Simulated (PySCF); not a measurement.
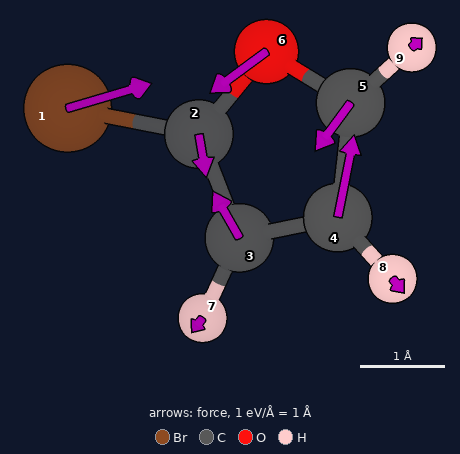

Starting geometry of C$_{4}$H$_{3}$BrO with the computed forces as purple arrows. The picture is a ball-and-stick view, seen at a tilt.

The start comes from MMFF94s.

Theory: PySCF, PBE0-D3(BJ)/def2-SVP geometry optimisation, gas phase. 

Is this structure relaxed? If not, where do the atoms go?

It isn't relaxed: the largest force vector, on Br1, is 1.24 eV/Å. The final displacements follow the starting forces only in part (cosine between the two patterns 0.55). The atom that moves furthest after the best rigid fit is Br1 (0.14 Å). By element the largest moves are Br 0.14 Å, O 0.06 Å, C 0.05 Å, H 0.05 Å. Among the contacts that change: Br1–C2 1.902 → 1.851 Å, C2–O6 1.361 → 1.343 Å, C3–C4 1.417 → 1.431 Å, C2–C3 1.377 → 1.364 Å. Bond angles that change, for instance: Br1–C2–O6 124.4° → 117.2°, Br1–C2–C3 125.4° → 131.5°. After 6 geometry steps the energy has fallen by 0.116 eV. The run took about 60 core-seconds on a shared host.
